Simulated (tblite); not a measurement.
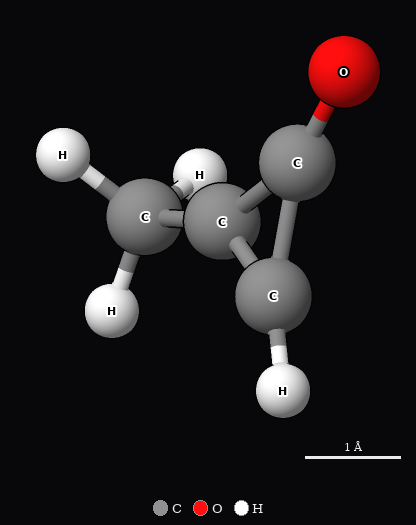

**Figure 1.** The structure as given in the input (ball-and-stick view, seen at a tilt). Bond lengths as drawn: C–C 1.35 to 1.47 Å, C–H 1.07 to 1.09 Å and C–O 1.19 Å.

## Molecular dynamics of C4H4O (part 1 of 2)

The run: molecular dynamics of C4H4O, SMILES Cc1cc1=O. Method and program: GFN2-xTB Langevin dynamics, gas phase (tblite 0.8.0).

It belongs to a series of runs on one base structure; here: constitutional isomer.

**Log**
```
t/fs     T/K      E/eV
    0.0   558.2   -396.48168
   25.0   361.8   -396.03126
   50.0   403.2   -395.85404
   75.0   472.1   -396.09050
  100.0   491.8   -395.95506
  125.0   495.6   -395.89200
  150.0   633.6   -395.89164
  175.0   680.1   -396.00767
  200.0   402.7   -395.96020
  225.0   524.9   -396.04358
  250.0   359.6   -395.72591
  275.0   581.8   -395.94457
  300.0   440.0   -395.80853
  325.0   426.2   -396.01229
  350.0   468.0   -395.97347
  375.0   389.9   -395.82682
  400.0   521.3   -395.75294
  425.0   813.3   -395.98888
  450.0   513.7   -395.88161
  475.0   496.2   -396.05243
  500.0   529.9   -396.15861
  525.0   541.6   -395.91288
  550.0   530.8   -395.85307
  575.0   761.5   -395.81619
  600.0   911.9   -396.12098
  625.0   511.0   -395.91092
  650.0   471.2   -395.80552
  675.0   780.2   -395.98725
  700.0   511.7   -395.63422
  725.0   739.7   -396.16423
  750.0   740.0   -396.11069
  775.0   439.7   -395.77286
  800.0   613.4   -395.90517
  825.0   391.4   -395.81195
  850.0   637.0   -395.99154
  875.0   688.9   -396.03415
  900.0   678.9   -396.15415
  925.0   412.5   -395.97108
  950.0   491.0   -396.18065
  975.0   317.0   -396.10685
 1000.0   299.3   -396.05572
```

**Trajectory as extended XYZ (Å, eV, eV/Å), 41 frames, from step=0 to step=40**
```
9
Properties=species:S:1:pos:R:3:forces:R:3 step=0 time_fs=0.0 energy=-396.48168 temperature=558.2
C    -1.3383   -0.0089   -0.0019    0.0009   0.0004   0.0003
C     0.1273    0.0154   -0.0023   -0.0019  -0.0009  -0.0014
C     1.2653   -0.7184    0.0015    0.0021   0.0008   0.0006
C     1.3852    0.7035   -0.0081    0.0050  -0.0031  -0.0009
O     2.0359    1.7045   -0.0157   -0.0042   0.0031   0.0009
H    -1.7217   -1.0283    0.0046   -0.0001   0.0024  -0.0003
H    -1.7093    0.5148   -0.8831    0.0031  -0.0032  -0.0019
H    -1.7094    0.5259    0.8723    0.0036  -0.0024   0.0026
H     1.6786   -1.7025    0.0074   -0.0085   0.0030   0.0002
9
Properties=species:S:1:pos:R:3:forces:R:3 step=1 time_fs=25.0 energy=-396.03126 temperature=361.8
C    -1.4404   -0.1605    0.0801    0.9088   0.8365  -2.4115
C     0.0732    0.0645    0.0522   -1.4291  -1.3131   0.2130
C     1.2035   -0.6752   -0.0952   -0.1469  -0.2954   0.0600
C     1.3369    0.7345    0.0574    0.4743  -0.1138  -0.8003
O     2.0750    1.6641   -0.0504   -0.3411   0.4380   0.4629
H    -1.7731   -1.2167    0.2523    0.6139   1.1005  -0.0258
H    -1.7645    0.1372   -1.0564    0.4172  -0.5642   2.6104
H    -1.8402    0.5614    0.7895   -0.3724  -0.2738  -0.2301
H     1.6190   -1.6470   -0.2815   -0.1248   0.1854   0.1214
9
Properties=species:S:1:pos:R:3:forces:R:3 step=2 time_fs=50.0 energy=-395.85404 temperature=403.2
C    -1.4020   -0.1921    0.3431    0.1613   0.3733  -2.1472
C     0.0580    0.1158    0.0897   -1.7524  -3.8572   0.3318
C     1.0964   -0.7693   -0.1535   -0.2487   2.8433  -0.3147
C     1.3098    0.6905   -0.1082    0.2132  -0.6941   0.4965
O     1.9067    1.7107   -0.0337    0.9284   0.2363  -0.3989
H    -1.6195   -1.1862    0.8055    0.5539   1.0759  -0.0939
H    -1.8431   -0.3007   -0.7548    0.4846   0.5515   2.1120
H    -1.7889    0.6794    0.8749   -0.5684  -0.5292  -0.1652
H     1.3471   -1.7687   -0.4114    0.2282   0.0003   0.1795
9
Properties=species:S:1:pos:R:3:forces:R:3 step=3 time_fs=75.0 energy=-396.09050 temperature=472.1
C    -1.4933   -0.1783    0.6228    1.6341  -0.5902  -0.7425
C    -0.0384   -0.1767    0.1626    1.0807  -0.4358  -0.7111
C     1.1528   -0.7431   -0.3349   -1.4913   1.5253   1.6218
C     1.0768    0.7011   -0.0696    0.1450  -1.3549  -0.4072
O     1.6802    1.7356   -0.0810   -0.4110   0.0006   0.1033
H    -1.6601   -0.8818    1.4358    0.1814   0.0335   0.0891
H    -2.1579   -0.5014   -0.1949    0.3281   0.4379   0.2281
H    -1.6382    0.8403    0.9479   -0.5884   0.0909   0.0122
H     1.8370   -1.5836   -0.4211   -0.8785   0.2926  -0.1937
9
Properties=species:S:1:pos:R:3:forces:R:3 step=4 time_fs=100.0 energy=-395.95506 temperature=491.8
C    -1.3971   -0.2549    0.7168    2.5357  -1.4530   1.2946
C     0.0127   -0.2552    0.2266   -2.7489   0.4608   0.8321
C     1.1104   -0.7586   -0.3440    0.0522   1.2604  -0.2655
C     1.0173    0.6573   -0.1052    0.6136   0.8276   0.1032
O     1.3448    1.8097   -0.1501    0.5695  -0.2411  -0.1828
H    -1.3355   -0.9439    1.5701   -0.1724   0.2849   0.4626
H    -2.0468   -0.7821    0.0984   -1.2064  -0.1905  -1.4566
H    -1.6504    0.7194    1.0511   -0.5230   0.6021  -0.0562
H     1.3679   -1.5147   -0.9838    0.8796  -1.5511  -0.7313
9
Properties=species:S:1:pos:R:3:forces:R:3 step=5 time_fs=125.0 energy=-395.89200 temperature=495.6
C    -1.3533   -0.4829    0.7641   -0.5776  -0.0900   2.3654
C    -0.0743   -0.3313    0.1547   -1.6092   2.0778   1.4050
C     1.0151   -0.7052   -0.4412    4.0393  -3.1549  -1.0950
C     0.9380    0.6683   -0.1884   -1.4989  -2.1850   0.2067
O     1.2261    1.7955   -0.1127    1.1773   2.6642  -0.1686
H    -1.4377   -1.1307    1.6721    0.7175   0.2397  -0.4208
H    -1.9277   -1.0077    0.0766   -1.5902  -0.5309  -1.3713
H    -1.7667    0.4782    1.0962   -0.0645  -0.1683  -0.4933
H     1.6175   -1.6471   -0.5270   -0.5937   1.1473  -0.4283
9
Properties=species:S:1:pos:R:3:forces:R:3 step=6 time_fs=150.0 energy=-395.89164 temperature=633.6
C    -1.4035   -0.6583    0.7255   -2.2984   1.0726   0.8865
C    -0.1337   -0.3263    0.1178    1.4494   0.1644  -0.1764
C     1.0966   -0.7277   -0.3360   -0.2306  -2.6960  -1.3759
C     0.9014    0.6351   -0.2537    1.3004   5.3198   0.9865
O     1.3490    1.8166   -0.2295   -1.8333  -4.2843  -0.3482
H    -1.3464   -1.3290    1.5958    0.4122  -0.2483  -0.6058
H    -2.1737   -1.0905   -0.0029    1.1581   0.5726   0.8458
H    -1.8758    0.2837    1.2309    0.6331  -1.2124  -1.2177
H     1.6229   -1.6106   -0.8075   -0.5909   1.3116   1.0051
9
Properties=species:S:1:pos:R:3:forces:R:3 step=7 time_fs=175.0 energy=-396.00767 temperature=680.1
C    -1.3223   -0.7445    0.6388   -1.4819   0.8589   0.1589
C    -0.0413   -0.2280    0.1499    1.9270  -1.6303  -0.2992
C     1.1884   -0.8027   -0.2312   -3.0601   3.8322   1.0578
C     0.9963    0.6771   -0.1735   -1.1302  -5.0268   0.1183
O     1.4920    1.6864   -0.4051    1.5130   3.9612  -0.5481
H    -1.2147   -1.5476    1.3351    0.5197  -1.0549  -0.0613
H    -1.9693   -1.0492   -0.2147    0.5048   0.1080   0.5324
H    -1.9184   -0.0556    1.2702    0.3539   0.4229  -0.7402
H     1.7150   -1.6761   -0.2780    0.8536  -1.4712  -0.2185
9
Properties=species:S:1:pos:R:3:forces:R:3 step=8 time_fs=200.0 energy=-395.96020 temperature=402.7
C    -1.3600   -0.7932    0.5744    1.9749   1.0899   0.8514
C     0.1002   -0.2613    0.2669   -4.8726  -0.9764   0.4020
C     1.2811   -0.7846    0.0378    3.4336  -1.7943   0.3545
C     1.1303    0.5916   -0.2404    0.3317   1.4649  -0.0476
O     1.5461    1.6797   -0.5349   -0.3951  -0.7453   0.0403
H    -1.4067   -1.4874    1.4292    0.6080  -0.3758  -0.8656
H    -1.8516   -1.1208   -0.3183    0.2293  -0.5493  -0.3711
H    -1.9693   -0.0116    0.9581   -0.3756   1.2782   0.0480
H     2.0131   -1.5937    0.2197   -0.9343   0.6081  -0.4118
9
Properties=species:S:1:pos:R:3:forces:R:3 step=9 time_fs=225.0 energy=-396.04358 temperature=524.9
C    -1.2691   -0.7549    0.5809   -1.3485   0.8887   0.0805
C     0.0832   -0.3871    0.1698   -0.9929   0.2946   0.9301
C     1.3479   -0.8100    0.2566    1.5618  -0.7453  -1.5092
C     1.0440    0.5990   -0.1327    0.4218  -2.1083   0.2674
O     1.4477    1.6330   -0.5324    0.2871   0.9949  -0.1544
H    -1.2143   -1.1634    1.6087   -0.1831  -0.4594  -0.8787
H    -1.7780   -1.3469   -0.2018    0.4373  -0.3380   0.7670
H    -1.9365    0.1324    0.6788    0.5610  -0.1905  -0.1177
H     1.9364   -1.7763    0.1597   -0.7446   1.6632   0.6151
9
Properties=species:S:1:pos:R:3:forces:R:3 step=10 time_fs=250.0 energy=-395.72591 temperature=359.6
C    -1.3076   -0.8281    0.5791   -1.2471   1.1851  -0.6481
C     0.0527   -0.5225    0.1704    3.5202   2.0040   0.2338
C     1.4304   -0.8391    0.2034   -2.5378   1.4122   0.3537
C     1.1064    0.4921   -0.1653   -0.4472   1.4374  -0.6696
O     1.3953    1.6521   -0.4718   -0.7557  -2.9081   0.6862
H    -1.3753   -1.1991    1.5791    0.0706  -0.7325   0.3380
H    -1.5534   -1.4838   -0.2156   -0.6676  -1.6134  -0.2997
H    -2.1818   -0.0808    0.4784    1.9102  -0.1098   0.1205
H     2.1781   -1.3880    0.7073    0.1545  -0.6750  -0.1148
9
Properties=species:S:1:pos:R:3:forces:R:3 step=11 time_fs=275.0 energy=-395.94457 temperature=581.8
C    -1.2128   -0.9040    0.5213   -0.0855   0.6943  -0.3178
C     0.1151   -0.3814    0.2281    0.1156  -0.3044  -0.5192
C     1.4276   -0.7726    0.2685   -0.9384  -0.7657  -0.6792
C     1.0908    0.5089   -0.2359    0.7052   2.1589   0.7664
O     1.3869    1.6539   -0.4286    0.2214  -0.3285  -0.6598
H    -0.9142   -1.3202    1.4467   -0.9356  -1.0393   1.2898
H    -1.4162   -1.6702   -0.2248   -0.4041  -0.0147   0.2172
H    -2.0398   -0.1643    0.6378    0.7953  -0.5631  -0.3224
H     1.9275   -1.7115    0.3203    0.5261   0.1627   0.2251
9
Properties=species:S:1:pos:R:3:forces:R:3 step=12 time_fs=300.0 energy=-395.80853 temperature=440.0
C    -1.2134   -1.0164    0.4743   -0.6088   1.2480  -0.3841
C     0.1149   -0.4558    0.2445    0.2007   0.9730  -0.5734
C     1.4113   -0.7184    0.1957    2.6805  -2.7877   0.9117
C     1.1519    0.5985   -0.0454   -1.9774  -2.0913   0.0888
O     1.4366    1.6433   -0.4590    0.5245   3.3134  -0.7421
H    -1.1595   -1.4635    1.5015   -0.5985  -0.0633  -1.1833
H    -1.5504   -1.6928   -0.4109    0.5309   1.0024   1.8766
H    -1.7809   -0.0313    0.4880   -0.5189  -1.6560   0.1308
H     2.1728   -1.4707    0.3552   -0.2328   0.0614  -0.1250
9
Properties=species:S:1:pos:R:3:forces:R:3 step=13 time_fs=325.0 energy=-396.01229 temperature=426.2
C    -1.1939   -1.0099    0.5072   -0.2487  -0.5307  -1.7677
C     0.1699   -0.5721    0.2671   -0.6888   0.4485   0.7415
C     1.4572   -0.8602    0.2012    1.9781  -1.3376  -0.3907
C     1.1013    0.4892   -0.0137   -0.0255   1.7422  -1.0345
O     1.3298    1.6264   -0.3793   -0.2085  -1.5368   0.7692
H    -1.3780   -1.5826    1.4369    0.2373  -0.0163  -1.0233
H    -1.4942   -1.4781   -0.5235    0.1560   0.1158   2.0925
H    -1.6890   -0.0786    0.5298   -1.4308   0.8249   0.3756
H     2.1030   -1.7161    0.1324    0.2309   0.2901   0.2374
9
Properties=species:S:1:pos:R:3:forces:R:3 step=14 time_fs=350.0 energy=-395.97347 temperature=468.0
C    -1.3003   -1.0668    0.4538    3.2365  -0.8464  -0.8874
C     0.1240   -0.5912    0.3097    2.2099  -0.1061  -1.3407
C     1.4855   -0.9248    0.0291   -2.8387   1.1073   1.2296
C     1.0363    0.4445   -0.1248   -0.1879  -1.4577   1.0549
O     1.2530    1.6061   -0.2329    0.2692   0.6455  -0.5090
H    -1.2575   -1.7961    1.2339   -0.5198  -0.7612   0.1804
H    -1.4164   -1.4642   -0.5586   -0.6237  -0.4386   0.3220
H    -1.9990   -0.3300    0.6429   -1.0563   1.5453   0.3601
H     2.2535   -1.6607    0.2374   -0.4891   0.3119  -0.4099
9
Properties=species:S:1:pos:R:3:forces:R:3 step=15 time_fs=375.0 energy=-395.82682 temperature=389.9
C    -1.2670   -1.2476    0.4731    2.3514   2.4213   1.4424
C     0.0952   -0.6745    0.0461   -0.7853  -0.8715   1.0317
C     1.4237   -1.0024   -0.0637   -1.4179   2.3510  -0.5539
C     0.9091    0.4445   -0.0772    2.3147   1.1989  -1.4130
O     1.2448    1.5998   -0.3359   -0.9929  -2.5745   0.9701
H    -0.9152   -1.8821    1.2674   -0.6187  -0.8687   0.1428
H    -1.6814   -1.6855   -0.3620   -1.0407  -1.1611  -1.2714
H    -1.9307   -0.4729    0.9370    0.6407  -0.5053  -0.7268
H     2.2254   -1.6694   -0.3160   -0.4513   0.0100   0.3781
9
Properties=species:S:1:pos:R:3:forces:R:3 step=16 time_fs=400.0 energy=-395.75294 temperature=521.3
C    -1.1861   -1.4477    0.4232   -0.7435   4.3491  -0.3569
C     0.0066   -0.5722    0.0141   -1.3456  -0.8129  -0.0124
C     1.2368   -0.9774   -0.2765    2.0900   2.4170   0.1305
C     1.0282    0.4736   -0.3354   -1.5980  -4.1189   0.7986
O     1.1940    1.6299   -0.3764    0.6180   1.5767  -0.3680
H    -0.9083   -1.9317    1.3235   -0.0645  -0.6641   0.5099
H    -1.4150   -2.0584   -0.4228   -0.2121  -0.4956  -0.0617
H    -2.0471   -0.6664    0.6134    1.1581  -1.8312  -0.1960
H     2.0134   -1.6736   -0.0815    0.0975  -0.4202  -0.4439
9
Properties=species:S:1:pos:R:3:forces:R:3 step=17 time_fs=425.0 energy=-395.98888 temperature=813.3
C    -1.1972   -1.4903    0.2832    0.8313   0.9338   0.8936
C    -0.0178   -0.6363   -0.0004   -1.6447   0.2117   0.2287
C     1.2274   -0.8595   -0.3843    1.7770  -1.2449  -1.4001
C     0.8226    0.4749   -0.3842    0.9171   2.0095   0.3255
O     1.1968    1.6144   -0.5438   -1.2247  -0.9249   0.2345
H    -1.0084   -1.8204    1.3377   -0.3003  -0.5191  -1.1035
H    -1.2639   -2.2228   -0.5231   -0.0437  -0.2694   0.6950
H    -2.0671   -0.8777    0.3277   -0.8853   0.2926  -0.1231
H     1.8370   -1.5753   -0.8633    0.5732  -0.4894   0.2494
9
Properties=species:S:1:pos:R:3:forces:R:3 step=18 time_fs=450.0 energy=-395.88161 temperature=513.7
C    -1.2374   -1.2955    0.2540   -0.4904  -2.1208   1.5655
C    -0.0376   -0.6500   -0.0929    3.7215   1.4753  -0.7885
C     1.2564   -0.8343   -0.5878   -0.8765  -3.3779   1.2566
C     0.8822    0.4534   -0.3349   -1.3862   1.0580  -0.4025
O     0.9953    1.6161   -0.5088    0.4172   1.3137   0.2922
H    -1.3621   -1.4692    1.3925    0.4679  -0.0490  -1.7229
H    -1.2233   -2.2189   -0.3480   -0.4156  -0.2367   0.7666
H    -2.0670   -0.7352   -0.0244   -1.5892   1.1190  -0.4641
H     1.8623   -1.7387   -0.6138    0.1511   0.8184  -0.5028
9
Properties=species:S:1:pos:R:3:forces:R:3 step=19 time_fs=475.0 energy=-396.05243 temperature=496.2
C    -1.2985   -1.2211    0.2420   -0.9005   1.4218  -2.6584
C    -0.0013   -0.7473   -0.2077    2.3331   2.0567  -0.3660
C     1.3151   -0.8279   -0.6198   -1.5576  -0.3538  -0.2581
C     0.8099    0.4866   -0.4517   -0.2397   0.0320   1.2684
O     0.9758    1.6787   -0.2921   -0.3493  -1.4586  -0.5881
H    -1.4820   -0.9835    1.2560   -0.2955   0.5842   0.7812
H    -1.4115   -2.2568    0.1016   -0.1982  -1.3995  -0.2006
H    -2.0515   -0.6663   -0.5047    1.1195  -1.0280   1.8044
H     2.0125   -1.5409   -1.0143    0.0882   0.1451   0.2172
9
Properties=species:S:1:pos:R:3:forces:R:3 step=20 time_fs=500.0 energy=-396.15861 temperature=529.9
C    -1.3627   -1.1123    0.1199   -0.4483  -0.4157  -0.2455
C    -0.0465   -0.6395   -0.2793   -1.8924   1.2423   0.6511
C     1.1732   -0.8424   -0.7082    2.5538   1.2395  -0.5557
C     0.7555    0.5476   -0.3800    0.3874  -2.4467  -0.0734
O     1.0522    1.6834   -0.1844   -0.0515   0.5277  -0.1549
H    -1.6011   -0.6421    1.0587   -0.3426   0.5323   0.2766
H    -1.3512   -2.1904    0.3734   -0.3229   0.3713  -0.8593
H    -2.0854   -0.7497   -0.6723    0.5367  -0.8842   0.9741
H     1.9994   -1.4721   -0.9769   -0.4200  -0.1666  -0.0131
9
Properties=species:S:1:pos:R:3:forces:R:3 step=21 time_fs=525.0 energy=-395.91288 temperature=541.6
C    -1.5627   -1.0829    0.0286    2.2194   0.7028   3.7031
C    -0.2674   -0.4341   -0.3872   -1.4277  -1.3950   0.8106
C     0.9599   -0.8658   -0.7354    0.7680   1.3026   0.0639
C     0.8206    0.4871   -0.2982   -0.0273   3.3862   0.4868
O     1.0974    1.6623   -0.0259   -0.1638  -3.1394  -0.7365
H    -2.0038   -0.5947    0.9557    0.4290   0.2801  -1.2322
H    -1.2917   -2.0450    0.4906   -0.1684  -0.2120  -0.9085
H    -2.2773   -1.1151   -0.6917   -1.6879  -0.2899  -1.9926
H     1.7063   -1.5347   -1.0518    0.0586  -0.6355  -0.1947
```
